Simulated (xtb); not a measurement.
Frequency calculation, with input and output: C3H2Br (charge +1)

The run: frequency calculation of C3H2Br, charge +1. Method and program: GFN2-xTB (xtb 6.7.1).

The geometry was optimised with GFN2-xTB.

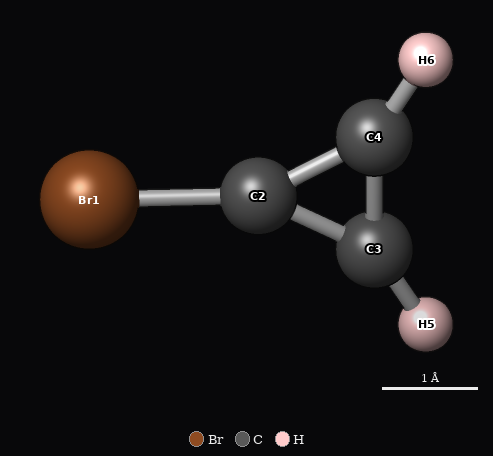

Fig. 1: The input geometry (ball-and-stick view, seen at a tilt; atoms are numbered from 1 in the order of the input). Bond lengths as drawn: Br–C 1.78 Å, C–C 1.37 to 1.40 Å and C–H 1.07 Å.

Input (coord):
```
$coord
     -3.632431556756     -2.817354884682      0.909638567350  br
     -1.023230004701     -0.793722766865      0.255736636446  c
      1.572289930211     -0.407784000433     -0.090404497802  c
     -0.036055974458      1.599558678189     -0.294740583658  c
      3.455515396968     -1.157192689676     -0.148910418621  h
     -0.336068894003      3.576495663467     -0.631281909192  h
$end
```

File xcontrol:
```
$chrg 1
$spin 0
$hess
   sccacc=30
$end
```

Hardware: 1 thread of Intel Xeon @ 2.50GHz (Skylake/Cascade Lake), 189 GiB of memory available, shared host.

Launch command:
```bash
xtb coord --hess --gfn 2 -I xcontrol > run.log 2> xtb.err
```

What the program printed:
```
* xtb version 6.7.1
   ID    Z sym.   atoms
    1   35 br     1
    2    6 c      2-4
    3    1 h      5, 6

           -------------------------------------------------
          |                Calculation Setup                |
           -------------------------------------------------

          program call               : xtb coord --hess --gfn 2 -I xcontrol
          coordinate file            : coord
          omp threads                :                     1

           -------------------------------------------------
          |                 G F N 2 - x T B                 |
           -------------------------------------------------

      * Hamiltonian:
        H0-scaling (s, p, d)           1.850000    2.230000    2.230000
        zeta-weighting                 0.500000
      * Dispersion:
        s8                             2.700000
        a1                             0.520000
        a2                             5.000000
        s9                             5.000000
      * Repulsion:
        kExp                           1.500000    1.000000
        rExp                           1.000000
      * Coulomb:
        alpha                          2.000000
        third order                    shell-resolved
        anisotropic                    true
        a3                             3.000000
        a5                             4.000000
        cn-shift                       1.200000
        cn-exp                         4.000000
        max-rad                        5.000000

          ...................................................
          :                      SETUP                      :
          :.................................................:
          :  # basis functions                  24          :
          :  # atomic orbitals                  23          :
          :  # shells                           11          :
          :  # electrons                        20          :
          :  max. iterations                   250          :
          :  Hamiltonian                  GFN2-xTB          :
          :  restarted?                      false          :
          :  GBSA solvation                  false          :
          :  PC potential                    false          :
          :  electronic temp.          300.0000000     K    :
          :  accuracy                    1.0000000          :
          :  -> integral cutoff          0.2500000E+02      :
          :  -> integral neglect         0.1000000E-07      :
          :  -> SCF convergence          0.1000000E-05 Eh   :
          :  -> wf. convergence          0.1000000E-03 e    :
          :  Broyden damping             0.4000000          :
          :  net charge                          1          :
          :  unpaired electrons                  0          :
          ...................................................

 iter      E             dE          RMSdq      gap      omega  full diag
   1    -11.0288817 -0.110289E+02  0.815E+00    4.43       0.0  T
   2    -11.0628768 -0.339951E-01  0.465E+00    2.83       1.0  T
   3    -11.0606177  0.225911E-02  0.253E+00    3.61       1.0  T
   4    -11.0699936 -0.937592E-02  0.525E-01    3.02       1.0  T
   5    -11.0711823 -0.118869E-02  0.286E-01    3.08       1.0  T
   6    -11.0712655 -0.831298E-04  0.105E-01    3.09       1.0  T
   7    -11.0712780 -0.124935E-04  0.764E-02    3.07       1.0  T
   8    -11.0712836 -0.560834E-05  0.293E-02    3.08       1.4  T
   9    -11.0712844 -0.863770E-06  0.744E-03    3.08       5.5  T
  10    -11.0712845 -0.639614E-07  0.170E-03    3.08      24.1  T
  11    -11.0712845  0.325656E-08  0.116E-03    3.08      35.2  T
  12    -11.0712845 -0.540993E-08  0.596E-04    3.08      68.5  T
  13    -11.0712845 -0.520043E-09  0.197E-05    3.08    2070.5  T

   *** convergence criteria satisfied after 13 iterations ***

         #    Occupation            Energy/Eh            Energy/eV
      -------------------------------------------------------------
         1        2.0000           -1.0679953             -29.0616
       ...           ...                  ...                  ...
         4        2.0000           -0.8342262             -22.7005
         5        2.0000           -0.7902118             -21.5028
         6        2.0000           -0.7776002             -21.1596
         7        2.0000           -0.7478838             -20.3510
         8        2.0000           -0.7398815             -20.1332
         9        2.0000           -0.6817440             -18.5512
        10        2.0000           -0.6538045             -17.7909 (HOMO)
        11                         -0.5406858             -14.7128 (LUMO)
        12                         -0.5363736             -14.5955
        13                         -0.4415004             -12.0138
        14                         -0.3135510              -8.5322
        15                         -0.2042295              -5.5574
       ...                                ...                  ...
        23                          0.5496872              14.9577
      -------------------------------------------------------------
                  HL-Gap            0.1131187 Eh            3.0781 eV
             Fermi-level           -0.5972452 Eh          -16.2519 eV

 SCC (total)                   0 d,  0 h,  0 min,  0.010 sec
 SCC setup                      ...        0 min,  0.000 sec (  1.298%)
 Dispersion                     ...        0 min,  0.000 sec (  0.554%)
 classical contributions        ...        0 min,  0.000 sec (  0.191%)
 integral evaluation            ...        0 min,  0.001 sec ( 14.231%)
 iterations                     ...        0 min,  0.006 sec ( 60.189%)
 molecular gradient             ...        0 min,  0.002 sec ( 21.297%)
 printout                       ...        0 min,  0.000 sec (  1.848%)

         :::::::::::::::::::::::::::::::::::::::::::::::::::::
         ::                     SUMMARY                     ::
         :::::::::::::::::::::::::::::::::::::::::::::::::::::
         :: total energy             -10.915036241169 Eh    ::
         :: gradient norm              0.000083465442 Eh/a0 ::
         :: HOMO-LUMO gap              3.078116215101 eV    ::
         ::.................................................::
         :: SCC energy               -11.071283910524 Eh    ::
         :: -> isotropic ES            0.128031280776 Eh    ::
         :: -> anisotropic ES         -0.015758352386 Eh    ::
         :: -> anisotropic XC          0.011568547803 Eh    ::
         :: -> dispersion             -0.002801169120 Eh    ::
         :: repulsion energy           0.156247669355 Eh    ::
         :: add. restraining           0.000000000000 Eh    ::
         :: total charge               1.000000000000 e     ::
         :::::::::::::::::::::::::::::::::::::::::::::::::::::

           -------------------------------------------------
          |                Numerical Hessian                |
           -------------------------------------------------
step length          :   0.00500
SCC accuracy         :  30.00000
Hessian scale factor :   1.00000
frozen atoms in %    :   0.00000    0
RMS gradient         :   0.00008
estimated CPU  time      0.00 min

writing file <hessian>.

 projected vibrational frequencies (cm⁻¹)
eigval :       -0.00    -0.00    -0.00     0.00     0.00     0.00
eigval :      286.03   338.86   499.89   795.80   816.23   873.31
eigval :      879.88  1129.05  1264.76  1732.61  3113.23  3145.03
           -------------------------------------------------
          |                Property Printout                |
           -------------------------------------------------

    * Orbital Energies and Occupations

         #    Occupation            Energy/Eh            Energy/eV
      -------------------------------------------------------------
         1        2.0000           -1.0679952             -29.0616
         2        2.0000           -0.9653142             -26.2675
         3        2.0000           -0.8451626             -22.9980
         4        2.0000           -0.8342262             -22.7005
         5        2.0000           -0.7902119             -21.5028
         6        2.0000           -0.7776002             -21.1596
         7        2.0000           -0.7478839             -20.3510
         8        2.0000           -0.7398815             -20.1332
         9        2.0000           -0.6817439             -18.5512
        10        2.0000           -0.6538044             -17.7909 (HOMO)
        11                         -0.5406858             -14.7128 (LUMO)
        12                         -0.5363736             -14.5955
        13                         -0.4415004             -12.0138
        14                         -0.3135510              -8.5322
        15                         -0.2042295              -5.5574
        16                         -0.2039906              -5.5509
        17                         -0.1945396              -5.2937
        18                         -0.1461800              -3.9778
        19                         -0.1026862              -2.7942
        20                         -0.0966988              -2.6313
        21                          0.2020621               5.4984
       ...                                ...                  ...
        23                          0.5496872              14.9577
      -------------------------------------------------------------
                  HL-Gap            0.1131186 Eh            3.0781 eV
             Fermi-level           -0.5972451 Eh          -16.2519 eV

     #   Z          covCN         q      C6AA      α(0)
     1  35 br       0.938     0.216   179.104    21.578
     2   6 c        2.881     0.193    23.895     8.014
     3   6 c        2.895     0.077    26.275     8.404
     4   6 c        2.895     0.077    26.275     8.404
     5   1 h        0.926     0.218     1.010     1.571
     6   1 h        0.926     0.218     1.010     1.571

 Mol. C6AA /au·bohr⁶  :        931.872104
 Mol. C8AA /au·bohr⁸  :      37943.121209
 Mol. α(0) /au        :         49.543343

Wiberg/Mayer (AO) data.
largest (>0.10) Wiberg bond orders for each atom

 ---------------------------------------------------------------------------
     #   Z sym  total        # sym  WBO       # sym  WBO       # sym  WBO
 ---------------------------------------------------------------------------
     1  35 br   1.610 --     2 c    1.353     3 c    0.125     4 c    0.125
     2   6 c    3.892 --     1 br   1.353     4 c    1.258     3 c    1.258
     3   6 c    3.820 --     4 c    1.500     2 c    1.258     5 h    0.924
                             1 br   0.125
     4   6 c    3.820 --     3 c    1.500     2 c    1.258     6 h    0.924
                             1 br   0.125
     5   1 h    0.952 --     3 c    0.924
     6   1 h    0.952 --     4 c    0.924
 ---------------------------------------------------------------------------

Topologies differ in total number of bonds
Writing topology from bond orders to xtbtopo.mol

molecular dipole:
                 x           y           z       tot (Debye)
 q only:       -0.182      -0.141       0.046
   full:       -0.349      -0.271       0.087       1.144
molecular quadrupole (traceless):
                xx          xy          yy          xz          yz          zz
 q only:        3.163       1.765       2.050      -1.260      -1.622      -5.213
  q+dip:        4.276       1.975       2.959      -1.646      -2.219      -7.235
   full:        3.342       2.906       1.689      -1.476      -1.647      -5.031

           -------------------------------------------------
          |               Frequency Printout                |
           -------------------------------------------------
 projected vibrational frequencies (cm⁻¹)
eigval :       -0.00    -0.00    -0.00     0.00     0.00     0.00
eigval :      286.03   338.86   499.89   795.80   816.23   873.31
eigval :      879.88  1129.05  1264.76  1732.61  3113.23  3145.03
 reduced masses (amu)
Molecule has the following symmetry elements: (C2) 2*(sigma)
It seems to be the C2v point group
   1:  9.40   2: 14.43   3: 65.30   4: 77.85   5: 60.34   6: 15.93   7: 13.18   8: 12.31
   9: 32.79  10:  3.27  11:  4.51  12:  1.79  13:  3.83  14: 11.46  15: 12.04  16: 11.16
  17:  1.92  18:  2.36
 IR intensities (km·mol⁻¹)
   1:  3.87   2: 16.01   3:  5.34   4:  0.92   5:  2.58   6: 15.31   7: 12.01   8:  4.05
   9:  1.60  10: 76.19  11:  0.20  12:  1.27  13:  1.76  14: 72.14  15:379.49  16: 48.92
  17:414.32  18:176.99
 Raman intensities (Ä⁴*amu⁻¹)
   1:  0.00   2:  0.00   3:  0.00   4:  0.00   5:  0.00   6:  0.00   7:  0.00   8:  0.00
   9:  0.00  10:  0.00  11:  0.00  12:  0.00  13:  0.00  14:  0.00  15:  0.00  16:  0.00
  17:  0.00  18:  0.00
 output can be read by thermo (or use thermo option).
 writing <g98.out> molden fake output.
 recommended (thermochemical) frequency scaling factor: 1.0
           -------------------------------------------------
          |             Thermodynamic Functions             |
           -------------------------------------------------

c2v symmetry found (for desy threshold:  0.10E+00) used in thermo

          ...................................................
          :                      SETUP                      :
          :.................................................:
          :  # frequencies                          12      :
          :  # imaginary freq.                       0      :
          :  linear?                             false      :
          :  only rotor calc.                    false      :
          :  symmetry                              c2v      :
          :  rotational number                       2      :
          :  scaling factor                  1.0000000      :
          :  rotor cutoff                   50.0000000 cm⁻¹ :
          :  imag. cutoff                  -20.0000000 cm⁻¹ :
          :.................................................:

    mode    ω/cm⁻¹     T·S(HO)/kcal·mol⁻¹    T·S(FR)/kcal·mol⁻¹   T·S(vib)
   ------------------------------------------------------------------------
       1    286.03    -0.44643 ( 99.91%)    -0.53976 (  0.09%)    -0.44651
   ------------------------------------------------------------------------

   temp. (K)  partition function   enthalpy   heat capacity  entropy
                                   cal/mol     cal/K/mol   cal/K/mol   J/K/mol
 298.15  VIB   1.97                  843.577      7.350      4.177
         ROT  0.313E+05              888.752      2.981     23.552
         INT  0.617E+05             1732.330     10.331     27.729
         TR   0.124E+28             1481.254      4.968     40.192
         TOT                        3213.5836    15.2987    67.9214   284.1831

       T/K    H(0)-H(T)+PV         H(T)/Eh          T*S/Eh         G(T)/Eh
   ------------------------------------------------------------------------
    298.15    0.512117E-02    0.390082E-01    0.322716E-01    0.673654E-02
   ------------------------------------------------------------------------

         :::::::::::::::::::::::::::::::::::::::::::::::::::::
         ::                  THERMODYNAMIC                  ::
         :::::::::::::::::::::::::::::::::::::::::::::::::::::
         :: total free energy         -10.908299697596 Eh   ::
         ::.................................................::
         :: total energy              -10.915036241169 Eh   ::
         :: zero point energy           0.033887012120 Eh   ::
         :: G(RRHO) w/o ZPVE           -0.027150468547 Eh   ::
         :: G(RRHO) contrib.            0.006736543573 Eh   ::
         :::::::::::::::::::::::::::::::::::::::::::::::::::::

           -------------------------------------------------
          | TOTAL ENERGY              -10.915036241169 Eh   |
          | TOTAL ENTHALPY            -10.876028057601 Eh   |
          | TOTAL FREE ENERGY         -10.908299697596 Eh   |
          | GRADIENT NORM               0.000083516932 Eh/α |
          | HOMO-LUMO GAP               3.078114238319 eV   |
           -------------------------------------------------

------------------------------------------------------------------------
------------------------------------------------------------------------
 total:
 *  cpu-time:     0 d,  0 h,  0 min,  0.208 sec
 * ratio c/w:     0.989 speedup
 SCF:
 *  cpu-time:     0 d,  0 h,  0 min,  0.010 sec
 * ratio c/w:     0.960 speedup
 analytical hessian:
 *  cpu-time:     0 d,  0 h,  0 min,  0.175 sec
 * ratio c/w:     0.992 speedup
```

File vibspectrum:
```
$vibrational spectrum
#  mode     symmetry     wave number   IR intensity    selection rules
#                         cm**(-1)      (km*mol⁻¹)        IR
     1                      -0.00         0.00000          -
     2                      -0.00         0.00000          -
     3                      -0.00         0.00000          -
     4                       0.00         0.00000          -
     5                       0.00         0.00000          -
     6                       0.00         0.00000          -
     7        a            286.03        12.01179         YES
     8        a            338.86         4.04764         YES
     9        a            499.89         1.60464         YES
    10        a            795.80        76.19334         YES
    11        a            816.23         0.20360         YES
    12        a            873.31         1.27103         YES
    13        a            879.88         1.76278         YES
    14        a           1129.05        72.14457         YES
    15        a           1264.76       379.48996         YES
    16        a           1732.61        48.91715         YES
    17        a           3113.23       414.32051         YES
    18        a           3145.03       176.99308         YES
$end
```

Standard error:
```
normal termination of xtb
```

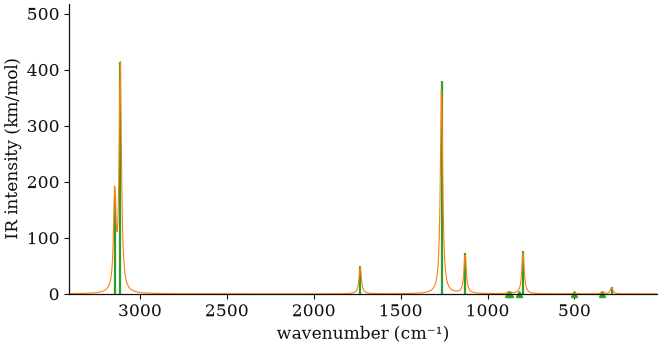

Fig. 2: Harmonic infrared spectrum, unscaled: sticks (degenerate modes added up, dark ones marked on the axis) with a Lorentzian envelope of 16 cm⁻¹ full width, scaled to the tallest stick. 12 modes from 286 to 3145 cm⁻¹, none imaginary. The strongest line is at 3113 cm⁻¹ (414 km/mol). All modes, in cm⁻¹ (km/mol): 286 (12.0), 339 (4.0), 500 (1.6), 796 (76), 816 (0.2), 873 (1.3), 880 (1.8), 1129 (72), 1265 (379), 1733 (49), 3113 (414), 3145 (177).

Key numbers:

- outcome: converged
- electrons treated: 20
- total energy: −10.915036 hartree
- dispersion energy: −0.002801 hartree
- basis functions: 24
- HOMO: −17.79 eV
- LUMO: −14.71 eV
- zero-point energy: 0.033887 hartree
- wavenumbers, lowest and highest: 286 and 3145 cm⁻¹
- peak memory: 0.073 GiB

Notes:

Settings chosen away from the usual ones: method = gfn2-xtb; task = frequencies; x = {"hess_scc_accuracy": 30}; geo = {"prev": "A"}. These settings are looser than, or depart from, a standard set-up, so the numbers are not reference values for this system.
